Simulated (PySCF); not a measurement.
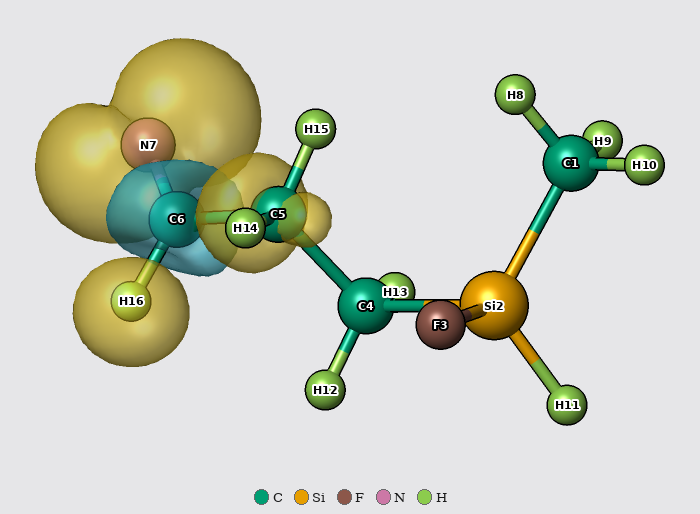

The picture shows: C4H9FNSi (doublet). Isosurfaces of the spin density (α minus β) at +0.02 (yellow) and −0.02 e/Å³ (cyan), seen at a tilt.

Geometry: GFN2-xTB.

Computed with UKS B3LYP, pcH-1 on C F H N Si, non-relativistic, mean-field spin-orbit, GIAO in PySCF.

```json
{"atom": "C", "x (Å)": "-2.2819", "y (Å)": "-0.7734", "z (Å)": "0.0580"}
{"atom": "Si", "x (Å)": "-1.3511", "y (Å)": "0.8719", "z (Å)": "0.0477"}
{"atom": "F", "x (Å)": "-1.2990", "y (Å)": "1.4153", "z (Å)": "1.5732"}
{"atom": "C", "x (Å)": "0.4724", "y (Å)": "0.6636", "z (Å)": "-0.4781"}
{"atom": "C", "x (Å)": "1.2351", "y (Å)": "-0.2815", "z (Å)": "0.4415"}
{"atom": "C", "x (Å)": "2.6890", "y (Å)": "-0.3963", "z (Å)": "-0.0052"}
{"atom": "N", "x (Å)": "3.2398", "y (Å)": "-1.4015", "z (Å)": "-0.4140"}
{"atom": "H", "x (Å)": "-1.8406", "y (Å)": "-1.4702", "z (Å)": "0.7667"}
{"atom": "H", "x (Å)": "-2.2729", "y (Å)": "-1.2456", "z (Å)": "-0.9195"}
{"atom": "H", "x (Å)": "-3.3195", "y (Å)": "-0.6318", "z (Å)": "0.3463"}
{"atom": "H", "x (Å)": "-2.0033", "y (Å)": "1.9459", "z (Å)": "-0.6895"}
{"atom": "H", "x (Å)": "0.9594", "y (Å)": "1.6411", "z (Å)": "-0.4790"}
{"atom": "H", "x (Å)": "0.5243", "y (Å)": "0.2868", "z (Å)": "-1.5001"}
{"atom": "H", "x (Å)": "1.2321", "y (Å)": "0.0959", "z (Å)": "1.4660"}
{"atom": "H", "x (Å)": "0.7975", "y (Å)": "-1.2796", "z (Å)": "0.4247"}
{"atom": "H", "x (Å)": "3.2110", "y (Å)": "0.5685", "z (Å)": "0.0680"}
```

Question: Describe the spin distribution.

Answer: The unpaired spin (1 electron) lies mostly on N7 (about 0.8), H16 (about 0.1) and C5 (about 0.1), in electrons by Hirshfeld's partition.
